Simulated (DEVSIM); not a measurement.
System: abrupt Si n-p junction, at 300 K.

```csv
layer (left to right),material,thickness (μm),Nd (cm⁻³),Na (cm⁻³),τn (s),τp (s)
1,Si,89.0,9e18,-,0.00039,0.00039
2,Si,0.640,-,5.5e15,0.00039,0.00039
```

Left contact: ohmic. Right contact: ohmic. Voltage is applied to the left contact. Recombination: SRH at mid-gap, Auger. Gap narrowing is on: ΔEg = 6.92 meV × (l + √(l² + 0.5)), l = ln(N/1.3e17 cm⁻³), shared equally by both band edges. Mobility is constant in doping.

This is a model device: material constants are rounded textbook-type values typed into the input, and sizes, dopings and lifetimes were drawn at random. Values at 300 K.

| parameter | Si |
|---|---|
| gap (eV) | 1.124 |
| affinity (eV) | 4.05 |
| permittivity | 11.7 |
| Nc (cm⁻³) | 2.86e19 |
| Nv (cm⁻³) | 3.1e19 |
| μn (cm²/Vs) | 1417 |
| μp (cm²/Vs) | 470 |
| Cn (cm⁶/s) | 2.8e-31 |
| Cp (cm⁶/s) | 9.9e-32 |

Model (solved in DEVSIM): 1D drift-diffusion, Boltzmann statistics, complete ionisation; no tunnelling, impact ionisation, image-force lowering or self-heating.

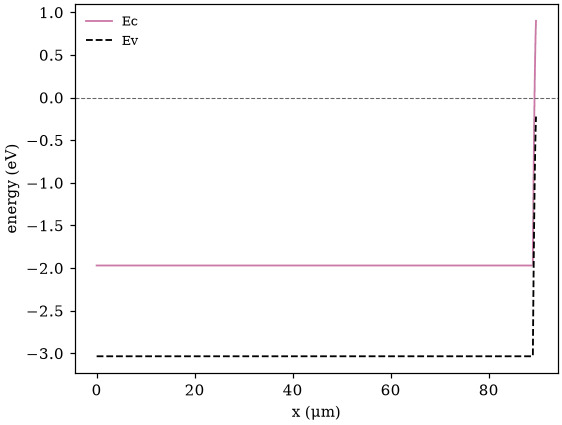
*Band edges at 2.0 V on the left contact*

Energies count from the Fermi level of the right contact; mesh points crowd at the junctions.

```csv
x (μm),Ec (eV),Ev (eV),n (cm⁻³),p (cm⁻³),field (V/cm)
0.000,-1.970,-3.035,9.0e18,130,≈ 0
0.03491,-1.970,-3.035,9.0e18,130,≈ 0
0.1206,-1.970,-3.035,9.0e18,130,≈ 0
0.3307,-1.970,-3.035,9.0e18,130,≈ 0
1.182,-1.970,-3.035,9.0e18,130,≈ 0
2.936,-1.970,-3.035,9.0e18,130,≈ 0
7.239,-1.970,-3.035,9.0e18,130,≈ 0
23.69,-1.970,-3.035,9.0e18,130,≈ 0
54.17,-1.970,-3.035,9.0e18,130,≈ 0
75.39,-1.970,-3.035,9.0e18,110,≈ 0
83.47,-1.970,-3.035,9.0e18,< 1e2,≈ 0
87.32,-1.970,-3.035,9.0e18,< 1e2,≈ 0
88.33,-1.970,-3.035,9.0e18,< 1e2,≈ 0
88.74,-1.970,-3.035,9.0e18,< 1e2,≈ 0
88.94,-1.970,-3.035,9.0e18,< 1e2,≈ 0
88.99,-1.970,-3.035,9.0e18,< 1e2,170
89.02,-1.787,-2.911,7.7e15,< 1e2,70000
89.07,-1.418,-2.542,4.8e9,< 1e2,65000
89.26,-0.323,-1.446,8100,< 1e2,48000
89.48,0.536,-0.587,13000,4.2e9,30000
89.59,0.804,-0.320,18000,1.3e14,21000
89.64,0.900,-0.223,22000,5.5e15,18000
```
